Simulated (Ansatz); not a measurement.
## HfC (Fm-3m): the Drude term of Re ε in the infrared

Re ε of HfC (Fm-3m) at low photon energies is read from one computed spectrum; the carriers' damping was typed as γ = 0.05 eV.

It takes space group Fm-3m (No. 225, cubic). The conventional cell has a = 4.650 Å, b = 4.650 Å, c = 4.650 Å, α = 90.00°, β = 90.00°, γ = 90.00°. Hf on site b is surrounded by 6 C at 2.33 Å. C on site a has 6 Hf at 2.33 Å as nearest neighbours.

Method: Ansatz 0.2.0, PBE, independent particles, k-mesh 14×14×14 with interpolation inside its cells, Gaussian parameter 0.15 eV.

Launch of the response step: `ansatz run input.yaml --threads 4 --pin off --max-ram 8192MiB --backend cpu --events-out ev --progress --plain --runs-dir out`. The run took 14 s, on 4 threads of Intel(R) Xeon(R) Platinum 8488C (Sapphire Rapids), on a shared host.

| photon energy E (eV) | wavelength (µm) | Re ε |
| --- | --- | --- |
| 0.25 | 4.96 | -141.6 |
| 0.30 | 4.13 | -86.7 |
| 0.35 | 3.54 | -55.0 |
| 0.40 | 3.10 | ? |
| 0.50 | 2.48 | -15.6 |
| 0.60 | 2.07 | -6.6 |
| 0.70 | 1.77 | -3.3 |

A Drude term over a constant background gives Re ε = ε_b − ωp²/(E² + γ²), linear in 1/(E² + γ²).

Working, on the rows shown:

| x = 1/(E² + γ²) (eV⁻²) | y = Re ε |
| --- | --- |
| 15.3846 | -141.6 |
| 10.8108 | -86.7 |
| 8 | -55 |
| 3.9604 | -15.6 |
| 2.75862 | -6.6 |
| 2.03046 | -3.3 |

Means: x̄ = 7.1575, ȳ = -51.467. Σ(x − x̄)(y − ȳ) = -1432, Σ(x − x̄)² = 137.6. Slope = -1432 / 137.6 = -10.41; intercept = ȳ − slope · x̄ = 23.032. The line misses the rows shown by at most 5.2.

Q: Predict the last column of the withheld row from the fit.

A: At x = 6.1538 the line gives y = -41.02. The run gave -35.9, so the interpolation is off by 5.1, 4 % of the range in the table.

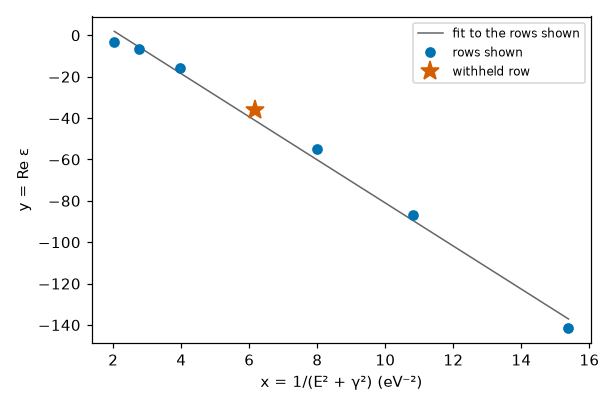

Refitted with all rows, the slope is -10.44 and the intercept 23.987. These give ωp = √(−slope) = 3.23 eV, against 3.58 eV from the program's Fermi-surface sum, and an intercept of 24.0. Taking the program's Drude term off the rows leaves 55 at the lowest energy and 23 at the highest, so the background isn't constant: interband transitions lie in or near the window, and neither fitted number can be trusted. The cell comes from an older database entry, whose edges can be off by a per cent or so. The values come from a sum over the points of one k-mesh and carry its error, which is largest for Fermi-surface quantities. Spin-orbit coupling is left out.
